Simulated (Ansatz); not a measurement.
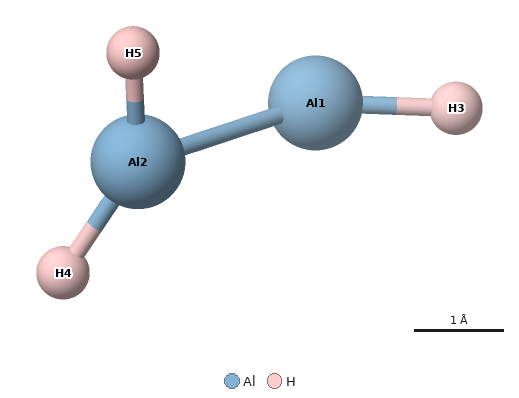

Fig. 1: The input geometry of run 1 (ball-and-stick view, seen at a tilt; atoms are numbered from 1 in the order of the input). Sticks mark near contacts. Bond lengths as drawn: Al–Al 2.49 Å and Al–H 1.40 to 1.59 Å.

## Al₂H₃: one change and its effect

System: Al₂H₃, multiplicity 2, SMILES [AlH][AlH2].
Method of run 1: UKS wB97M-V/def2-SVP (Ansatz 0.2.0).

Text and figures count atoms from 1; the logs count them from 0 in places.

**Input, run 1**
```yaml
crystal:
  periodic: [false, false, false]
  atoms:
    - { symbol: Al, position_ang: [0.656384, -1.293601, 0.475947] }
    - { symbol: Al, position_ang: [-0.35533, 0.790511, -0.43244] }
    - { symbol: H, position_ang: [0.85226, -2.254974, 1.72765] }
    - { symbol: H, position_ang: [-1.706586, 0.670679, -1.25365] }
    - { symbol: H, position_ang: [0.821935, 1.521664, -0.272789] }
magnetization:
  spin_polarized: true
  initial_magnetization: 1
basis:
  gaussian: { orbitals: def2-SVP }
hamiltonian:
  xc: { name: wB97M-V }
output:
  forces: true
```

Command:
```bash
ansatz run input.yaml --threads 1 --pin off --max-ram 2560MiB --backend cpu --events-out ev --progress --plain --runs-dir out
```

Hardware: 1 thread of Arm Neoverse V1, 24 GiB of memory available, shared host.

**Output (run 1)**
```
Engine: ansatz 0.2.0, aarch64-unknown-linux-gnu
Functional definition: wB97M-V
  parameter omega = 0.3/bohr
  parameter cx = 0.15
  parameter cx01 = 1.007
  parameter cx10 = 0.259
  parameter css00 = 0.443
  parameter css04 = -1.437
  parameter css10 = -4.535
  parameter css20 = -3.390
  parameter css43 = 4.278
  parameter cos00 = 1.000
  parameter cos10 = 1.358
  parameter cos20 = 2.924
  parameter cos21 = -8.812
  parameter cos60 = -1.390
  parameter cos61 = 9.142
  parameter b = 6.0
  parameter c = 0.01
  gx(w, u) = 1 - cx + cx01*u + cx10*w
  gss(w, u) = css00 + css04*u^4 + css10*w + css20*w^2 + css43*w^4*u^3
  gos(w, u) = cos00 + cos10*w + (cos20 + cos21*u)*w^2 + (cos60 + cos61*u)*w^6
  exchange = spin_sum(e_x_unif_sr(omega)*gx(b97_w, b97_u_x)) + cx*exact_x_sr(omega) + exact_x_lr(omega)
  correlation = spin_sum(e_c_pw_mod_same_spin*gss(b97_w, b97_u_same))
      + integral(e_c_pw_mod_opposite_spin*gos(b97_w_opposite, b97_u_opposite)) + vv10(b, c)
471 factors; integrals over basis functions are off by at most 1.2e-3 eV
191 factors; integrals over basis functions are off by at most 9.2e-6 eV
mean field evaluation 1: about -13233.8261 eV, gradient 6.5e0 eV
mean field evaluation 2: about -13234.2584 eV, gradient 1.6e0 eV
mean field evaluation 4: about -13234.2970 eV, gradient 5.3e-1 eV
mean field evaluation 8: about -13234.3311 eV, gradient 1.3e-1 eV
mean field evaluation 16: about -13234.3329 eV, gradient 2.5e-3 eV
mean field -13234.33287924 eV, -486.3527627590 hartree, gradient 5.9e-6 eV, S^2 0.753939; 2 other end points of the search recorded, 0 dependent functions left out
the calculation of the forces begins
reference -13234.33292277 eV, -486.3527643586 hartree; 15, 14 occupied and 36, 37 virtual orbitals, 471 factors
Total energy: -13234.33292277 eV, -486.3527643586 hartree
Atom 0 at     0.656384    -1.293601     0.475947 Å, force    -0.381540    -0.167792     0.046272 eV/Å
Atom 1 at    -0.355330     0.790511    -0.432440 Å, force    -2.741983    -2.777409    -0.090456 eV/Å
Atom 2 at     0.852260    -2.254974     1.727650 Å, force     0.151159    -0.088985     0.058355 eV/Å
Atom 3 at    -1.706586     0.670679    -1.253650 Å, force     0.158575     0.364521    -0.078438 eV/Å
Atom 4 at     0.821935     1.521664    -0.272789 Å, force     2.813789     2.669664     0.064267 eV/Å
Dipole moment:     0.034867     0.033874     0.012711 e Å
```

Run 2 used a changed input.

**The two runs side by side**

```tsv
quantity	run 1	run 2
outcome	converged	converged
total energy (hartree)	−486.352764	−486.364420
⟨S²⟩	0.754	0.753
largest force (eV/Å)	3.904	2.126
basis functions	51	51
wall time (shared host)	17 s	13 s
```

What was changed in the input?

The change (lines with − go, lines with + come):
```diff
-    - { symbol: H, position_ang: [0.821935, 1.521664, -0.272789] }
+    - { symbol: H, position_ang: [0.078989, 2.170167, -0.689107] }
```

With the same method and basis, run 2 lies 7.3 kcal/mol lower. The largest force goes from 3.904 to 2.126 eV/Å.

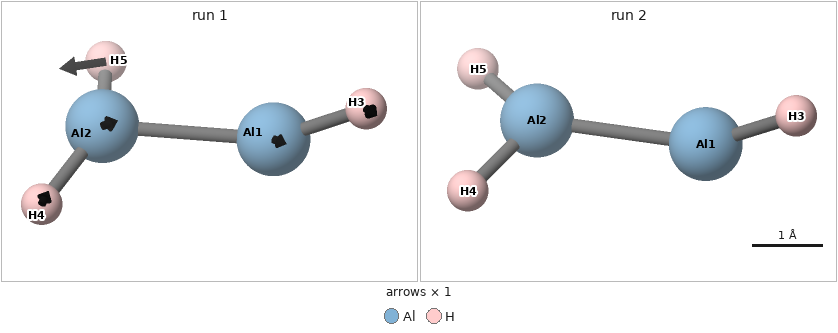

Fig. 2: The two input geometries at one scale (ball-and-stick view, seen at a tilt). The black arrows on the first give the shifts of the atoms after the best rigid fit, at true length. H5 moves most after the best rigid fit: 0.69 Å. By element the largest moves are H 0.69 Å, Al 0.27 Å. Among the contacts that change: Al2–H5 1.395 → 1.469 Å.

**Output (run 2)**
```
Engine: ansatz 0.2.0, aarch64-unknown-linux-gnu
Functional definition: wB97M-V
  parameter omega = 0.3/bohr
  parameter cx = 0.15
  parameter cx01 = 1.007
  parameter cx10 = 0.259
  parameter css00 = 0.443
  parameter css04 = -1.437
  parameter css10 = -4.535
  parameter css20 = -3.390
  parameter css43 = 4.278
  parameter cos00 = 1.000
  parameter cos10 = 1.358
  parameter cos20 = 2.924
  parameter cos21 = -8.812
  parameter cos60 = -1.390
  parameter cos61 = 9.142
  parameter b = 6.0
  parameter c = 0.01
  gx(w, u) = 1 - cx + cx01*u + cx10*w
  gss(w, u) = css00 + css04*u^4 + css10*w + css20*w^2 + css43*w^4*u^3
  gos(w, u) = cos00 + cos10*w + (cos20 + cos21*u)*w^2 + (cos60 + cos61*u)*w^6
  exchange = spin_sum(e_x_unif_sr(omega)*gx(b97_w, b97_u_x)) + cx*exact_x_sr(omega) + exact_x_lr(omega)
  correlation = spin_sum(e_c_pw_mod_same_spin*gss(b97_w, b97_u_same))
      + integral(e_c_pw_mod_opposite_spin*gos(b97_w_opposite, b97_u_opposite)) + vv10(b, c)
472 factors; integrals over basis functions are off by at most 1.2e-3 eV
191 factors; integrals over basis functions are off by at most 9.4e-6 eV
mean field evaluation 1: about -13233.8210 eV, gradient 7.9e0 eV
mean field evaluation 2: about -13234.5335 eV, gradient 2.5e0 eV
mean field evaluation 4: about -13234.6079 eV, gradient 6.8e-1 eV
mean field evaluation 8: about -13234.6486 eV, gradient 1.3e-1 eV
mean field evaluation 16: about -13234.6500 eV, gradient 1.1e-3 eV
mean field evaluation 32: about -13234.1756 eV, gradient 1.7e0 eV
mean field -13234.65003885 eV, -486.3644181599 hartree, gradient 2.0e-5 eV, S^2 0.753096; 2 other end points of the search recorded, 0 dependent functions left out
the calculation of the forces begins
reference -13234.65008294 eV, -486.3644197801 hartree; 15, 14 occupied and 36, 37 virtual orbitals, 472 factors
Total energy: -13234.65008294 eV, -486.3644197801 hartree
Atom 0 at     0.656384    -1.293601     0.475947 Å, force     0.158303     0.036618    -0.060071 eV/Å
Atom 1 at    -0.355330     0.790511    -0.432440 Å, force    -1.071475    -1.381730     0.075464 eV/Å
Atom 2 at     0.852260    -2.254974     1.727650 Å, force    -0.064259     0.051953    -0.006749 eV/Å
Atom 3 at    -1.706586     0.670679    -1.253650 Å, force    -0.199522    -0.477189     0.033910 eV/Å
Atom 4 at     0.078989     2.170167    -0.689107 Å, force     1.176953     1.770349    -0.042555 eV/Å
Dipole moment:     0.198006    -0.204702     0.189702 e Å
```
